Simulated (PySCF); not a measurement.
```xyz
14

B     0.2644    1.5465   -1.2061
C    -0.3878    0.1908   -0.8634
B    -1.3773   -0.3442   -1.9310
C    -0.1734   -0.5358    0.2608
C     0.7218   -0.1273    1.3126
C     0.9177   -0.8278    2.4289
H    -0.2576    2.5469   -0.8912
H     1.2457    1.5833   -1.8447
H    -1.5868    0.2598   -2.9124
H    -1.9207   -1.3651   -1.7517
H    -0.6850   -1.4789    0.4174
H     1.2432    0.8090    1.1519
H     1.5911   -0.4985    3.2016
H     0.4040   -1.7592    2.6051
```

Geometry: GFN2-xTB.

The calculation used PBE0/pcSseg-1, SCF density, gas phase, non-relativistic (PySCF).

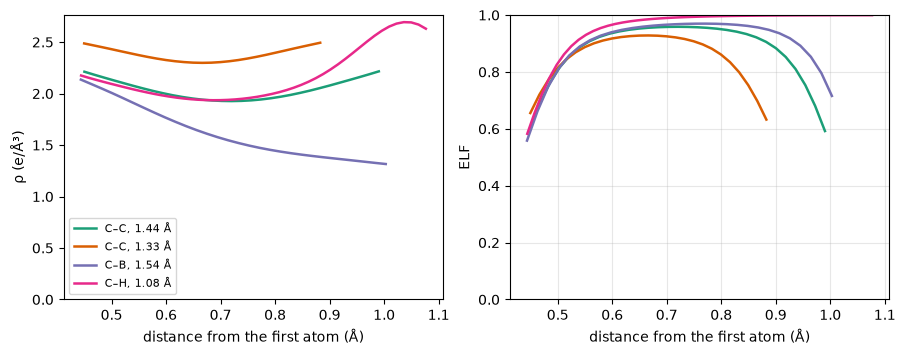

C4H8B2. Electron density and electron localisation function along straight lines between neighbouring atoms. The curves leave out the atomic cores.

What can be read from the curves?

C–C (1.44 Å): ρ at the midpoint is about 1.9 e/Å³; the ELF peaks at about 0.95 between the atoms: localised, covalent bonding.
C–C (1.33 Å): the density is about 2.3 e/Å³ at the midpoint; the ELF peaks at about 0.95 between the atoms; a short, multiple covalent bond.
C–B (1.54 Å): the density is about 1.5 e/Å³ at the midpoint; the ELF peaks at about 0.95 between the atoms: a shared electron pair.
C–H (1.08 Å): the density is about 2 e/Å³ at the midpoint; the ELF climbs to about 1 towards the hydrogen, as it does in any bond to H (a covalent bond by its length).
